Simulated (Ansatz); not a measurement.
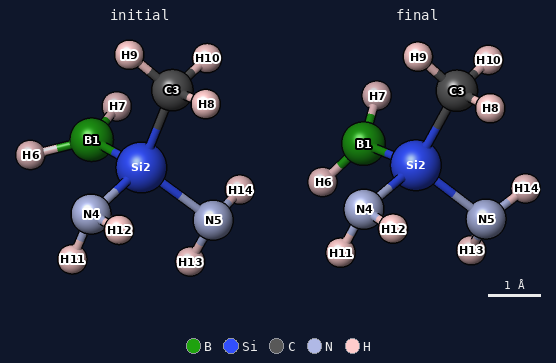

The structure of CH$_{9}$BN$_{2}$Si before (left) and after (right) a relaxation, at one scale.

A ball-and-stick model, seen from a free direction.

The run prepares the start of a later molecular dynamics calculation, from a guessed geometry.

All numbers below come from Ansatz, RKS B3LYP-D4/STO-3G.

Input
```yaml
crystal:
  periodic: [false, false, false]
  atoms:
    - { symbol: B, position_ang: [-0.7693, 1.6202, -0.3866] }
    - { symbol: Si, position_ang: [-0.098, -0.1056, -0.054] }
    - { symbol: C, position_ang: [0.8814, -0.0598, 1.5036] }
    - { symbol: "N", position_ang: [-1.3631, -1.2599, 0.1298] }
    - { symbol: "N", position_ang: [0.9521, -0.6121, -1.435] }
    - { symbol: H, position_ang: [-1.9866, 1.8392, -0.4593] }
    - { symbol: H, position_ang: [-0.0607, 2.5828, -0.5457] }
    - { symbol: H, position_ang: [1.3679, -1.0536, 1.7094] }
    - { symbol: H, position_ang: [0.2714, 0.2625, 2.4071] }
    - { symbol: H, position_ang: [1.7478, 0.6658, 1.428] }
    - { symbol: H, position_ang: [-1.9478, -1.3055, -0.7615] }
    - { symbol: H, position_ang: [-0.9837, -2.2017, 0.2923] }
    - { symbol: H, position_ang: [0.3137, -0.5405, -2.2958] }
    - { symbol: H, position_ang: [1.662, 0.1389, -1.5037] }
basis:
  gaussian: { orbitals: STO-3G }
hamiltonian:
  xc: b3lyp
  dispersion: d4
relax:
  f_tol: 0.02
  max_steps: 40
```

Run as
```bash
ansatz run input.yaml --threads 1 --pin off --max-ram 2048MiB --backend cpu --events-out ev --progress --plain --runs-dir out
```

> Summarise the run.

H6 moves most after the best rigid fit: 0.70 Å. By element the largest moves are H 0.70 Å, B 0.17 Å, N 0.16 Å, C 0.13 Å, Si 0.08 Å. Some distances before and after: B1–Si2 1.881 → 1.957 Å, B1–H6 1.239 → 1.173 Å, Si2–N4 1.722 → 1.765 Å, C3–H9 1.137 → 1.097 Å. Bond angles that change, for instance: B1–Si2–C3 108.5° → 116.3°, Si2–N5–H13 104.4° → 111.0°, Si2–N5–H14 104.2° → 110.0°. Groups turn about B1–Si2 by about 35°, Si2–N5 by about 20°. After 11 accepted moves (14 points after the start) the energy has fallen by 10.5 kcal/mol. Largest force component: 2.7 eV/Å at the start, 0.017 eV/Å at the end. The line search rejected the trial steps at points 4, 9, 12 of the run.

Limits of the set-up: STO-3G is a minimal basis, so the numbers are rough.
